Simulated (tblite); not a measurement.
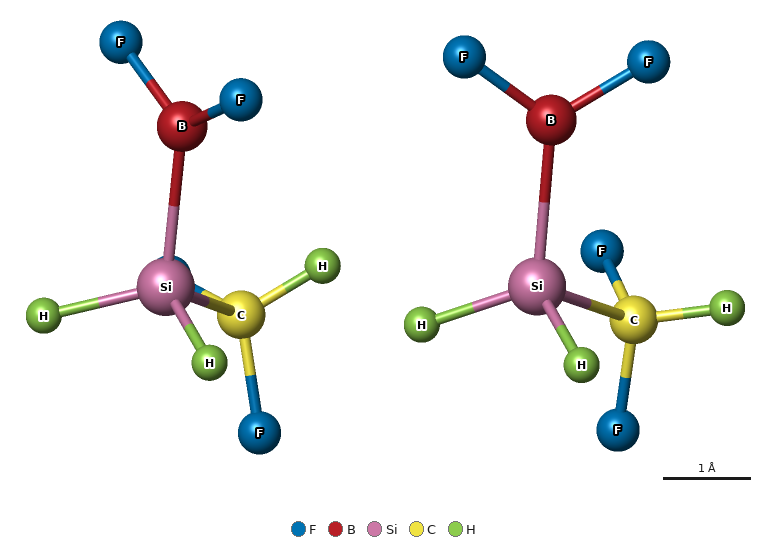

Two geometries of CH3BF4Si, drawn at one scale. One is the start of a relaxation, the other its converged end. The picture is a ball-and-stick view, seen from a free direction.

Theory: GFN2-xTB geometry optimisation, gas phase (tblite 0.8.0). 

Q: Which geometry has the lower energy?

A: The right one is the relaxed one. Over 140 geometry steps the energy falls by 22.0 kcal/mol. The largest move after the best rigid fit is that of an F atom, 1.40 Å. Largest moves by element: F 1.40 Å, H 0.62 Å, B 0.18 Å, C 0.17 Å, Si 0.14 Å. Among the contacts that change: B–F 1.445 → 1.317 Å, C–Si 1.869 → 1.948 Å, B–Si 1.938 → 1.988 Å, C–F 1.391 → 1.359 Å. Bond angles that change, for instance: F–B–F 123.1° → 112.6°, C–Si–H 111.6° → 103.2°, Si–C–H 109.9° → 116.5°. Groups turn about B–Si by about 70°, C–Si by about 25°. The run took 0.57 s on 1 thread of Arm Neoverse V2, with other jobs on the host.
